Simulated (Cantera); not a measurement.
Feed: 1 mol SiC, 1 mol N₂O, 16 mol N₂, at 10.0 Torr.

Cantera equilibrium calculation (NASA polynomials, part measured and part estimated; ideal gas, pure solids and liquids). Candidate condensed phases: C, Si, SiC, SiO₂, Si₂N₂O, Si₃N₄; 34 gas species. Mutual solubility and eutectic melting of coexisting phases are not modelled. The tables' values for SiN are old estimates; treat these amounts as uncertain. Equilibrium is a limit: real reactors are often held back by kinetics, nucleation or transport.

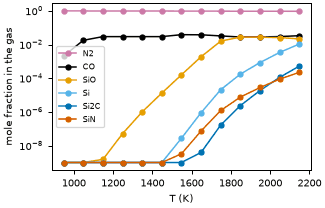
*Equilibrium gas composition (values under 1e-9 drawn at 1e-9)*

Read off the mole fractions at 1548 K.

N₂ about 0.96, CO about 0.038, SiO about 0.00016, Si about 2.8e-8.
